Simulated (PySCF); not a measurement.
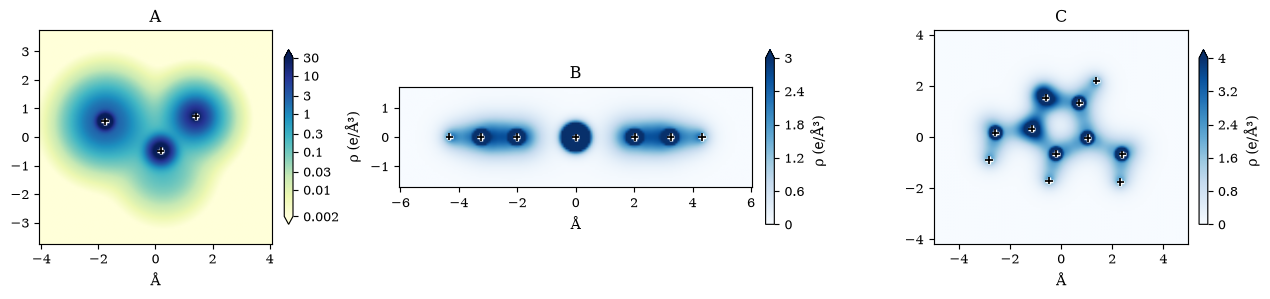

The total electron density of 3 systems, each on a plane through atoms (crosses mark nuclei in the plane).

All numbers below come from DFT single point, gas phase, functional TPSSh (PySCF).

System 1: C5H8N2 (SMILES Cc1cnn(C)c1), the plane of atoms N4, N5 and C6. Geometry: PBE0-D3(BJ)/def2-SVP.

```xyz
15

C    -2.4434    0.3619    0.3135
C    -1.0417   -0.0181   -0.0283
C    -0.5915   -1.0150   -0.9270
N     0.7322   -1.0789   -0.9766
N     1.1583   -0.1474   -0.1319
C     2.5697    0.0481    0.0624
C     0.1363    0.5176    0.4638
H    -2.9743   -0.4587    0.8228
H    -3.0253    0.6153   -0.5868
H    -2.4679    1.2353    0.9808
H    -1.1912   -1.6884   -1.5410
H     3.0575    0.2838   -0.8943
H     3.0300   -0.8608    0.4771
H     2.7256    0.8803    0.7604
H     0.3140    1.3149    1.1837
```

System 2: AlClF2H (SMILES [F][AlH-]([F])[Cl]) (charge −1), the plane of atoms F1, Al2 and Cl4. Geometry: PBE0-D3(BJ)/ma-def2-SVP.

```yaml
atoms:
  - { symbol: F, position_ang: [-0.8856, -1.3154, 0.2016] }
  - { symbol: Al, position_ang: [0.0392, -0.1242, -0.6225] }
  - { symbol: F, position_ang: [-0.8405, 1.3516, -0.6365] }
  - { symbol: Cl, position_ang: [1.8826, 0.2203, 0.5552] }
  - { symbol: H, position_ang: [0.4181, -0.5969, -2.1075] }
```

System 3: C4H2Mg (Mg(CCH)2), a plane that holds the molecular axis. Geometry: PBE0-D3(BJ)/ma-def2-SVP.

```xyz
7

Mg    0.0064    0.0015   -0.0079
C     0.0104    0.0717    2.0130
C     0.0105    0.1129    3.2382
H     0.0094    0.1490    4.3146
C    -0.0028   -0.0687   -2.0289
C    -0.0083   -0.1095   -3.2541
H    -0.0126   -0.1454   -4.3305
```

**Match each panel to its system.**

Panel A is system 2, AlClF2H: the plane holds F, Al and Cl. Al–F (1.72 Å): the density is about 0.77 e/Å³ at the midpoint. Panel B is system 3, C4H2Mg: the plane holds Mg, C and H. C–C (1.23 Å): ρ at the midpoint is about 2.6 e/Å³. Panel C is system 1, C5H8N2: the plane holds C, N and H. C–N (1.33 Å): ρ is about 2.6 e/Å³ halfway.
